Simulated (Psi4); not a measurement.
# InHCl2O (SMILES [OH][In]([Cl])[Cl]): a chain of runs

Wanted: a geometry optimisation (singlet InHCl2O, wB97X-D/def2-SVPD), then the energy (doublet InHCl2O+, U-wB97X-D/def2-SVPD), then a geometry optimisation (doublet InHCl2O+, U-wB97X-D/def2-SVPD), then a single-point energy (doublet InHCl2O−, U-wB97X-D/def2-SVPD), then a geometry optimisation (doublet InHCl2O−, U-wB97X-D/def2-SVPD) of Cl2HInO. 

Program for the calculation: Psi4 1.11.

## Step 1: The structure to begin with

The species is InHCl2O (5 atoms), meant as a singlet with charge 0. As SMILES, `[OH][In]([Cl])[Cl]`. Geometry: relaxed at PBE0-D4/def2-TZVP. The run starts from this shape.

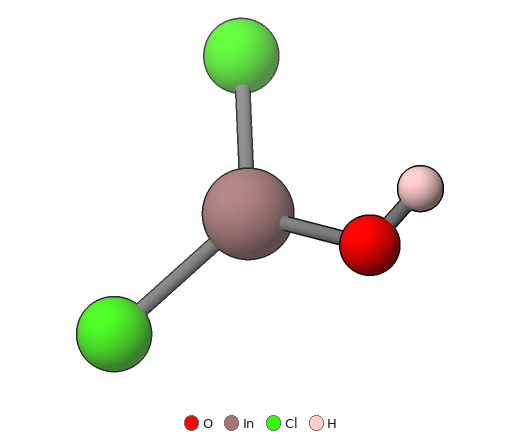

Viewed from a chosen angle; oxygen red, indium brown, chlorine green, hydrogen pink.

## Step 2: A structure relaxation at wB97X-D/def2-SVPD (density fitting, core potential) (run 1)

Input file job.py:

```python
import psi4

psi4.set_memory(1600000000)
psi4.set_num_threads(1)
psi4.set_output_file('output.dat', False)

geom = psi4.geometry("""
0 1
O     -0.347800     1.510200    -0.137200
In    -0.087900    -0.432900    -0.100800
Cl     1.722600    -1.320600     1.019900
Cl    -1.580600    -1.801600    -1.170600
H      0.343600     1.971200     0.347200
symmetry c1
""")

psi4.set_options(dict(basis='def2-SVPD', reference='rks'))

e = psi4.optimize("wb97x-d")
print(f'wb97x-d energy: {e:.10f} Eh')
geom.save_xyz_file('final.xyz', False)
```

On the command line:

```sh
$ python job.py
```

output.dat:

```text
[...]
    !!!  WARNING: ECP capability is in beta. Please check occupations closely.  !!!
[...]
  Running in c1 symmetry.
[...]
  Nuclear repulsion =  300.404504641019855
[...]
  Multiplicity = 1
[...]
  Nalpha       = 32
  Nbeta        = 32
[...]
    Number of basis functions: 117
[...]
   @DF-RKS iter   1: -1185.90955403412113   -1.07631e+00   6.92055e-03 DIIS/ADIIS
[...]
   @DF-RKS iter   7: -1186.18195022234158   -1.04592e-11   5.81226e-09 DIIS
[...]
  @DF-RKS Final Energy: -1186.18195022234158
   => Energetics <=
    Nuclear Repulsion Energy =            296.4054922716659917
    One-Electron Energy =               -2300.2774464763147080
    Two-Electron Energy =                 876.8475562534313212
    DFT Exchange-Correlation Energy =     -59.1563536893174273
    Empirical Dispersion Energy =          -0.0011985818066510
    VV10 Nonlocal Energy =                  0.0000000000000000
    Total Energy =                      -1186.1819502223415839
[...]
 Multipole Moments:
 ------------------------------------------------------------------------------------
     Multipole            Electronic (a.u.)      Nuclear  (a.u.)        Total (a.u.)
 ------------------------------------------------------------------------------------
 L = 1.  Multiply by 2.5417464519 to convert [e a0] to [Debye]
 Dipole X            :         -2.2888829            2.5828427            0.2939598
 Dipole Y            :         12.7692049          -12.3094688            0.4597361
 Dipole Z            :         -0.6108005            0.8346257            0.2238253
 Magnitude           :                                                    0.5898028
[...]
  -Total Gradient:
     Atom            X                  Y                   Z
    ------   -----------------  -----------------  -----------------
       1        0.000066038843    -0.000160228632     0.000031800213
       2        0.000006078064    -0.000101040787     0.000000273318
       3        0.000027794439    -0.000087217387     0.000011186134
       4        0.000046975618    -0.000126132513     0.000021030892
       5       -0.000031384181    -0.000109135414    -0.000028607227
[...]
    Final optimized geometry and variables:
    Molecular point group: c1
    Full point group: C1
    Geometry (in Angstrom), charge = 0, multiplicity = 1:
    O           -0.299488465782     2.203457199366    -0.043388965226
    IN          -0.035623967712     0.240474713829    -0.006626270175
    CL           1.784365202141    -0.708837091943     1.116422938377
    CL          -1.541172955964    -1.166918115507    -1.087257060638
    H            0.376524361958     2.696321575404     0.432108395016
[...]
```

On the terminal:

```text
Optimizer: Optimization complete!
wb97x-d energy: -1186.1819502223 Eh
```

It took 42 s on 1 thread of Intel Xeon 6975P-C (Granite Rapids), shared host; peak memory 0.77 GiB.

Steps, from the record of the run:

```tsv
step	energy from the first frame kept (eV)	largest force (eV/Å)
0	0.0000	0.5962
1	-0.0266	0.2673
2	-0.0285	0.0334
3	-0.0284	0.0392
4	-0.0285	0.0217
5	-0.0284	0.0193
6	-0.0283	0.0091
```

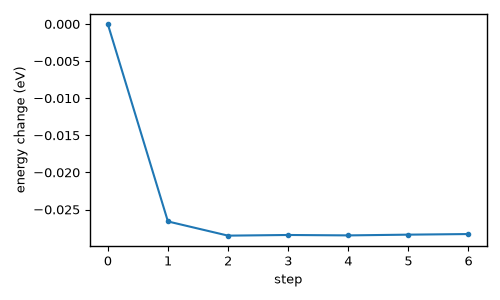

Energy along the run.

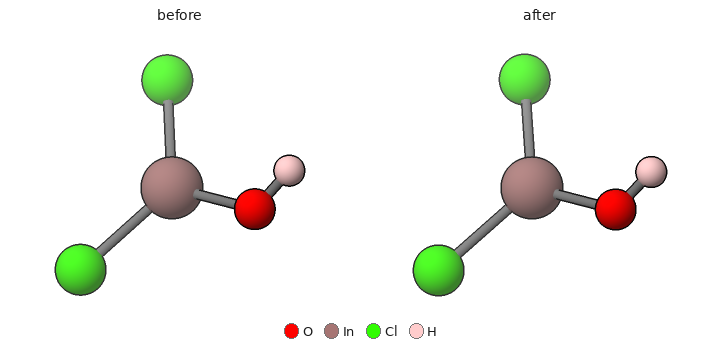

Before and after, at one scale.

After the run. Bond lengths: O1–In2 1.981 Å, In2–Cl3 2.340 Å, In2–Cl4 2.327 Å, O1–H5 0.962 Å. Angles: O1–In2–Cl3 121.0°, O1–In2–Cl4 120.3°, Cl3–In2–Cl4 118.7°, In2–O1–H5 113.9°.

## Step 3: The doublet cation: a single-point energy at U-wB97X-D/def2-SVPD (density fitting, core potential) (run 2)

Input file input.dat:

```
memory 1600 mb

molecule molecule1 {
  1 2
  O     -0.350772     1.545626    -0.136018
  In    -0.086907    -0.417356    -0.099256
  Cl     1.733082    -1.366668     1.023794
  Cl    -1.592456    -1.824749    -1.179886
  H      0.325241     2.038490     0.339479
  symmetry c1
}

set {
  basis     def2-SVPD
  reference uks
}

result, w = energy('wb97x-d', return_wfn=True)
```

On the command line:

```sh
$ psi4 input.dat output.dat -n 1
```

output.dat:

```text
[...]
    !!!  WARNING: ECP capability is in beta. Please check occupations closely.  !!!
[...]
  Running in c1 symmetry.
[...]
  Nuclear repulsion =  296.405506634054177
[...]
  Multiplicity = 2
[...]
  Nalpha       = 32
  Nbeta        = 31
[...]
    Number of basis functions: 117
[...]
   @DF-UKS iter   1: -1185.49082390450008   -7.46689e-01   6.63267e-03 DIIS/ADIIS
[...]
   @DF-UKS iter  30: -1185.74750173827169   -5.01573e-07   9.04894e-07 DIIS
[...]
   @S^2 Observed:                7.633504621E-01
[...]
    Orbital Energies [Eh]
    ---------------------
    Alpha Occupied:
       1A   -101.967719     2A   -101.958210     3A    -19.461475
       4A     -9.869949     5A     -9.860328     6A     -7.626456
       7A     -7.617017     8A     -7.616011     9A     -7.612359
      10A     -7.607628    11A     -7.602987    12A     -5.066809
      13A     -3.471111    14A     -3.467260    15A     -3.462378
      16A     -1.260373    17A     -1.199500    18A     -1.193343
      19A     -1.141873    20A     -1.137697    21A     -1.129500
      22A     -1.123238    23A     -1.116946    24A     -0.784640
      25A     -0.738185    26A     -0.700117    27A     -0.689890
      28A     -0.677715    29A     -0.671252    30A     -0.657483
      31A     -0.612312    32A     -0.590747
[...]
  @DF-UKS Final Energy: -1185.74750173827169
   => Energetics <=
    Nuclear Repulsion Energy =            296.4055066340541771
    One-Electron Energy =               -2285.5988085365852385
    Two-Electron Energy =                 862.4095144608293140
    DFT Exchange-Correlation Energy =     -58.9625157149321737
    Empirical Dispersion Energy =          -0.0011985816379194
    VV10 Nonlocal Energy =                  0.0000000000000000
    Total Energy =                      -1185.7475017382716942
[...]
 Multipole Moments:
 ------------------------------------------------------------------------------------
     Multipole            Electronic (a.u.)      Nuclear  (a.u.)        Total (a.u.)
 ------------------------------------------------------------------------------------
 L = 1.  Multiply by 2.5417464519 to convert [e a0] to [Debye]
 Dipole X            :         -2.0320896            2.5828375            0.5507479
 Dipole Y            :         11.8080104          -12.3094767           -0.5014662
 Dipole Z            :         -0.5099044            0.8346477            0.3247433
 Magnitude           :                                                    0.8125576
[...]
```

Wall time 16 s (1 thread of Intel Xeon 6975P-C (Granite Rapids), shared host); peak memory 0.69 GiB.

## Step 4: The doublet cation: a structure relaxation at U-wB97X-D/def2-SVPD (density fitting, core potential) (run 3)

Input file cl2hino.in:

```
memory 1.6 GB

molecule geom {
  1 2
  O
  In 1 1.980978
  Cl 2 2.339828 1 120.96715
  Cl 2 2.327057 1 120.29861 3 -179.99568
  H 1 0.962292 2 113.87744 4 -179.99376
  units angstrom
  symmetry c1
}

set globals {
  reference    uks
  geom_maxiter 50
}

result, w = optimize('wb97x-d/def2-SVPD', return_wfn=True)
```

On the command line:

```sh
$ psi4 cl2hino.in cl2hino.out -n 1
```

cl2hino.out:

```text
[...]
    !!!  WARNING: ECP capability is in beta. Please check occupations closely.  !!!
[...]
  Running in c1 symmetry.
[...]
  Nuclear repulsion =  296.405504975588485
[...]
  Multiplicity = 2
[...]
  Nalpha       = 32
  Nbeta        = 31
[...]
    Number of basis functions: 117
[...]
   @DF-UKS iter   1: -1185.49053918030518   -6.91489e-01   6.63161e-03 ADIIS/DIIS
[...]
   @DF-UKS iter  10: -1185.77585202628234   -1.38698e-11   5.38173e-09 DIIS
[...]
   @S^2 Observed:                7.560811017E-01
[...]
  @DF-UKS Final Energy: -1185.77585202628234
   => Energetics <=
    Nuclear Repulsion Energy =            305.5856626850115845
    One-Electron Energy =               -2304.2379759424634358
    Two-Electron Energy =                 871.8443025474541628
    DFT Exchange-Correlation Energy =     -58.9670307278871704
    Empirical Dispersion Energy =          -0.0008105883973503
    VV10 Nonlocal Energy =                  0.0000000000000000
    Total Energy =                      -1185.7758520262823367
[...]
 Multipole Moments:
 ------------------------------------------------------------------------------------
     Multipole            Electronic (a.u.)      Nuclear  (a.u.)        Total (a.u.)
 ------------------------------------------------------------------------------------
 L = 1.  Multiply by 2.5417464519 to convert [e a0] to [Debye]
 Dipole X            :         -0.0002085            0.0001948           -0.0000137
 Dipole Y            :         -4.0705184            3.4790610           -0.5914574
 Dipole Z            :        -30.5685576           30.2669033           -0.3016543
 Magnitude           :                                                    0.6639407
[...]
  -Total Gradient:
     Atom            X                  Y                   Z
    ------   -----------------  -----------------  -----------------
       1        0.000000042495     0.000248800664     0.001229628079
       2       -0.000000102923     0.000307912068     0.001210420777
       3        0.000000043219     0.000381551148     0.001268926084
       4        0.000000029794     0.000370506456     0.001137766637
       5       -0.000000005521     0.000202079353     0.001263762217
[...]
    Final optimized geometry and variables:
    Molecular point group: c1
    Full point group: C1
    Geometry (in Angstrom), charge = 1, multiplicity = 2:
    O
    IN            1    1.927000
    CL            2    2.413314      1  151.050527
    CL            2    2.411657      1  139.078490      3  179.999308
    H             1    0.967781      2  115.938495      4 -179.999749
    Psi4 run time: 0:02:51.40
[...]
```

Standard output:

```text
Optimizer: Optimization complete!
```

Run time: 2.9 min. Hardware: 1 thread of Intel Xeon 6975P-C (Granite Rapids), shared host; peak memory 0.78 GiB.

Steps, from the record of the run:

```tsv
step	energy from the first frame kept (eV)	largest force (eV/Å)
0	0.0000	2.1798
1	-0.1292	0.7271
2	-0.3224	0.8100
3	-0.6946	0.9774
4	0.4498	5.7529
5	-0.6802	0.8696
6	-0.7525	0.4244
7	-0.6905	0.9733
8	-0.7648	0.2108
9	-0.7667	0.1415
10	-0.7682	0.1195
11	-0.7701	0.0972
12	-0.7710	0.0843
13	-0.7713	0.0727
14	-0.7714	0.0681
```

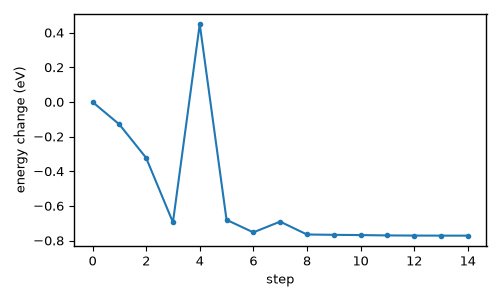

Energy along the run.

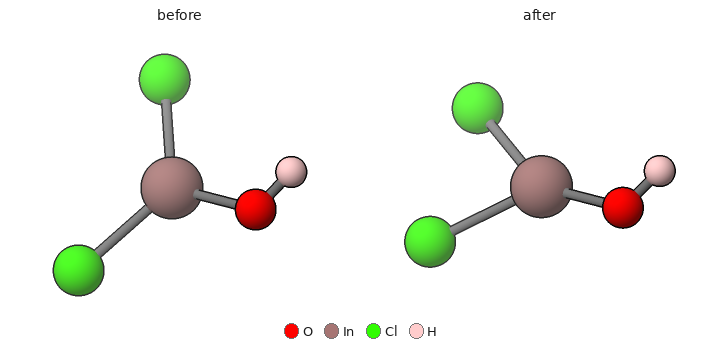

Before and after, at one scale.

After the run. Bond lengths: O1–In2 1.927 Å, In2–Cl3 2.413 Å, In2–Cl4 2.412 Å, O1–H5 0.968 Å. Angles: O1–In2–Cl3 151.1°, O1–In2–Cl4 139.1°, Cl3–In2–Cl4 69.9°, In2–O1–H5 115.9°.

## Step 5: The doublet anion: a single-point energy at U-wB97X-D/def2-SVPD (density fitting, core potential) (run 4)

Input file cl2hino.in:

```
memory 1600 mb

molecule geom {
  -1 2
  O
  In 1 1.980978
  Cl 2 2.339828 1 120.96715
  Cl 2 2.327057 1 120.29861 3 -179.99568
  H 1 0.962292 2 113.87744 4 -179.99376
  symmetry c1
}

set globals {
  basis def2-SVPD
  reference uks
}

e_tot, wfn = energy('wb97x-d', return_wfn=True)
print_variables()
```

On the command line:

```sh
$ psi4 cl2hino.in cl2hino.out -n 1
```

cl2hino.out:

```text
[...]
    !!!  WARNING: ECP capability is in beta. Please check occupations closely.  !!!
[...]
  Running in c1 symmetry.
[...]
  Nuclear repulsion =  296.405504975588485
[...]
  Multiplicity = 2
[...]
  Nalpha       = 33
  Nbeta        = 32
[...]
    Number of basis functions: 117
[...]
   @DF-UKS iter   1: -1185.82611174265003   -1.02706e+00   7.95321e-03 ADIIS/DIIS
[...]
   @DF-UKS iter  10: -1186.22450534763288   -6.47669e-08   3.75010e-07 DIIS
[...]
   @S^2 Observed:                7.530229996E-01
[...]
    Orbital Energies [Eh]
    ---------------------
    Alpha Occupied:
       1A   -101.492352     2A   -101.491212     3A    -19.082739
       4A     -9.398554     5A     -9.397396     6A     -7.149550
       7A     -7.148209     8A     -7.144804     9A     -7.144295
      10A     -7.143698    11A     -7.143237    12A     -4.621269
      13A     -3.024516    14A     -3.021604    15A     -3.017895
      16A     -0.891712    17A     -0.748605    18A     -0.746412
      19A     -0.698107    20A     -0.695168    21A     -0.692472
      22A     -0.681693    23A     -0.674082    24A     -0.397121
      25A     -0.332214    26A     -0.278262    27A     -0.258321
      28A     -0.250078    29A     -0.232422    30A     -0.231158
      31A     -0.229307    32A     -0.225751    33A     -0.036448
[...]
  @DF-UKS Final Energy: -1186.22450534763288
   => Energetics <=
    Nuclear Repulsion Energy =            296.4055049755884852
    One-Electron Energy =               -2313.5654612966318382
    Two-Electron Energy =                 890.2309316231931007
    DFT Exchange-Correlation Energy =     -59.2942820681829019
    Empirical Dispersion Energy =          -0.0011985815998166
    VV10 Nonlocal Energy =                  0.0000000000000000
    Total Energy =                      -1186.2245053476328849
[...]
 Multipole Moments:
 ------------------------------------------------------------------------------------
     Multipole            Electronic (a.u.)      Nuclear  (a.u.)        Total (a.u.)
 ------------------------------------------------------------------------------------
 L = 1.  Multiply by 2.5417464519 to convert [e a0] to [Debye]
 Dipole X            :          0.0015965           -0.0017304           -0.0001339
 Dipole Y            :          0.7594745           -1.0992352           -0.3397607
 Dipole Z            :        -12.8731062           12.5571765           -0.3159296
 Magnitude           :                                                    0.4639492
[...]
```

Wall time 7.2 s (1 thread of Intel Xeon 6975P-C (Granite Rapids), shared host); peak memory 0.69 GiB.

## Step 6: The doublet anion: a geometry optimisation at U-wB97X-D/def2-SVPD (density fitting, core potential) (run 5)

Input file input.in:

```
memory 1600 mb

molecule {
  -1 2
  O     -0.350772     1.545626    -0.136018
  In    -0.086907    -0.417356    -0.099256
  Cl     1.733082    -1.366668     1.023794
  Cl    -1.592456    -1.824749    -1.179886
  H      0.325241     2.038490     0.339479
  units angstrom
  symmetry c1
}

set reference uks
set geom_maxiter 50

e, wfn = opt("wb97x-d/def2-SVPD", return_wfn=True)
print_variables()
```

On the command line:

```sh
$ psi4 -n 1 input.in input.out
```

input.out:

```text
[...]
    !!!  WARNING: ECP capability is in beta. Please check occupations closely.  !!!
[...]
  Running in c1 symmetry.
[...]
  Nuclear repulsion =  296.405506634054177
[...]
  Multiplicity = 2
[...]
  Nalpha       = 33
  Nbeta        = 32
[...]
    Number of basis functions: 117
[...]
   @DF-UKS iter   1: -1185.82437163459076   -1.08024e+00   7.97108e-03 DIIS/ADIIS
[...]
    !!!  WARNING: ECP capability is in beta. Please check occupations closely.  !!!
[...]
   @DF-UKS iter   7: -1186.26535715795399   -1.65983e-11   7.52555e-09 DIIS
[...]
   @S^2 Observed:                7.538191014E-01
[...]
  @DF-UKS Final Energy: -1186.26535715795399
   => Energetics <=
    Nuclear Repulsion Energy =            282.9382866885670751
    One-Electron Energy =               -2286.8502343402597035
    Two-Electron Energy =                 876.8815489507520624
    DFT Exchange-Correlation Energy =     -59.2335740695025734
    Empirical Dispersion Energy =          -0.0013843875111080
    VV10 Nonlocal Energy =                  0.0000000000000000
    Total Energy =                      -1186.2653571579542131
[...]
 Multipole Moments:
 ------------------------------------------------------------------------------------
     Multipole            Electronic (a.u.)      Nuclear  (a.u.)        Total (a.u.)
 ------------------------------------------------------------------------------------
 L = 1.  Multiply by 2.5417464519 to convert [e a0] to [Debye]
 Dipole X            :        -20.2571325           19.8429117           -0.4142208
 Dipole Y            :          8.2822339           -8.0714122            0.2108217
 Dipole Z            :         22.5521685          -21.5912303            0.9609382
 Magnitude           :                                                    1.0674394
[...]
  -Total Gradient:
     Atom            X                  Y                   Z
    ------   -----------------  -----------------  -----------------
       1        0.000210616988    -0.000395706581    -0.000158126865
       2        0.000380552233    -0.000467691430    -0.000650518701
       3        0.000454071944    -0.000409881355    -0.000863388035
       4        0.000437553383    -0.000107930340    -0.000941941278
       5        0.000195429974    -0.000313249103    -0.000142207068
[...]
```

The script printed:

```text
Optimizer: Optimization complete!
```

Run time: 2.7 min. Hardware: 1 thread of Intel Xeon 6975P-C (Granite Rapids), shared host; peak memory 0.79 GiB.

Step by step:

```tsv
step	energy from the first frame kept (eV)	largest force (eV/Å)
0	0.0000	2.6294
1	-0.6631	0.8770
2	-0.7555	0.2913
3	-0.7729	0.1332
4	-0.8345	0.5241
5	-1.0150	0.7879
6	-1.0936	0.3437
7	-0.6737	0.9355
8	-0.9186	0.5333
9	-1.1101	0.1423
10	-1.1115	0.0716
11	-1.1112	0.0725
12	-1.1120	0.0760
13	-1.1120	0.0643
14	-1.1116	0.0536
15	-1.1117	0.0547
16	-1.1116	0.0548
17	-1.1116	0.0544
```

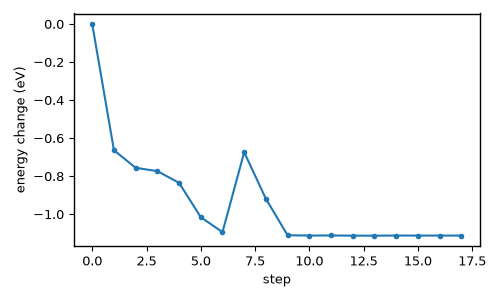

Energy along the run.

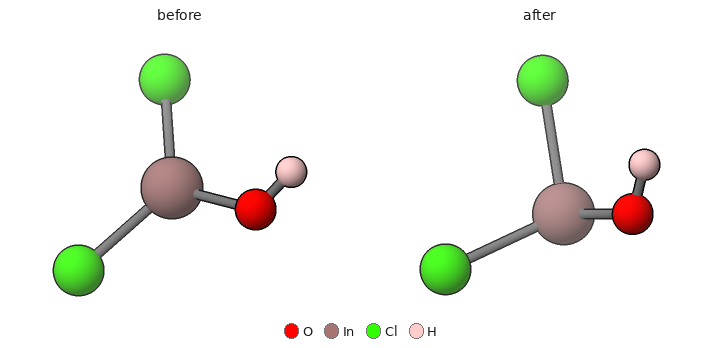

Before and after, at one scale.

After the run. Bond lengths: O1–In2 2.084 Å, In2–Cl3 2.528 Å, In2–Cl4 2.516 Å, O1–H5 0.962 Å. Angles: O1–In2–Cl3 101.3°, O1–In2–Cl4 109.4°, Cl3–In2–Cl4 107.5°, In2–O1–H5 106.9°.

## Step 7: Outcome

```
                                                               quantity           value
                      run 1, wB97X-D/def2-SVPD: total energy at the end  -1186.18195 Eh
                                run 1, wB97X-D/def2-SVPD: dipole moment          1.50 D
                                  run 1, wB97X-D/def2-SVPD: HOMO energy       -11.28 eV
                                  run 1, wB97X-D/def2-SVPD: LUMO energy        -1.35 eV
                                run 1, wB97X-D/def2-SVPD: HOMO–LUMO gap         9.93 eV
                            run 1, wB97X-D/def2-SVPD: dispersion energy    -3.15 kJ/mol
                                    doublet cation, run 2: total energy  -1185.74750 Eh
              doublet cation, run 2: HOMO energy (highest over α and β)       -16.07 eV
               doublet cation, run 2: LUMO energy (lowest over α and β)       -12.36 eV
                               doublet cation, run 2: dispersion energy    -3.15 kJ/mol
                                            doublet cation, run 2: ⟨S²⟩           0.763
                         doublet cation, run 3: total energy at the end  -1185.77585 Eh
              doublet cation, run 3: HOMO energy (highest over α and β)       -16.85 eV
               doublet cation, run 3: LUMO energy (lowest over α and β)        -9.98 eV
                               doublet cation, run 3: dispersion energy    -2.13 kJ/mol
                                            doublet cation, run 3: ⟨S²⟩           0.756
                                     doublet anion, run 4: total energy  -1186.22451 Eh
               doublet anion, run 4: HOMO energy (highest over α and β)        -0.99 eV
                doublet anion, run 4: LUMO energy (lowest over α and β)         3.57 eV
                                doublet anion, run 4: dispersion energy    -3.15 kJ/mol
                                             doublet anion, run 4: ⟨S²⟩           0.753
                          doublet anion, run 5: total energy at the end  -1186.26536 Eh
               doublet anion, run 5: HOMO energy (highest over α and β)        -3.29 eV
                doublet anion, run 5: LUMO energy (lowest over α and β)         2.09 eV
                                doublet anion, run 5: dispersion energy    -3.63 kJ/mol
                                             doublet anion, run 5: ⟨S²⟩           0.754
 adiabatic electron affinity (to the doublet anion, no zero-point term)        2.270 eV
adiabatic ionisation energy (to the doublet cation, no zero-point term)       11.050 eV
```

The adiabatic electron affinity (to the doublet anion, no zero-point term) is 2.27 eV (219 kJ/mol). The adiabatic ionisation energy (to the doublet cation, no zero-point term) is 11.05 eV (1066 kJ/mol). The optimisation (run 1, wB97X-D/def2-SVPD) took 7 steps and changed the energy by -0.028 eV. The optimisation (doublet cation, run 3) took 15 steps and changed the energy by -0.771 eV. The optimisation (doublet anion, run 5) took 18 steps and changed the energy by -1.112 eV.
